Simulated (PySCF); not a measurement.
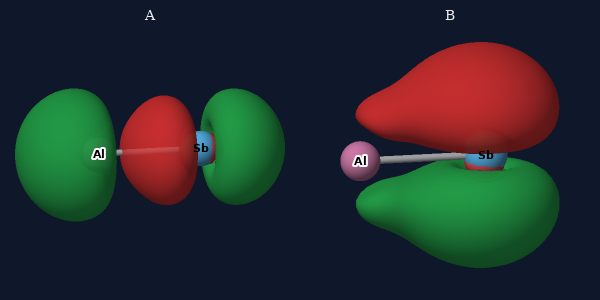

AlSb (triplet). Two frontier α-spin orbitals, each drawn at the value that holds 80 % of its norm (green and red are the two phases), in no order; of a degenerate pair one member is drawn.

Core potentials replace the inner electrons of Sb.

Theory: PySCF, PBE0/def2-SVP, non-relativistic Hamiltonian with scalar-relativistic core potentials where named, at a bond length of 2.762 Å.

Q: Label each orbital by symmetry, say whether it is occupied, and order them by energy.

A: Orbital B: π, occupied in this spin, −6.37 eV; mainly on Sb (90 %).
Orbital A: σ, occupied in this spin, −5.49 eV; shared between the atoms (Al 50 %, Sb 50 %).
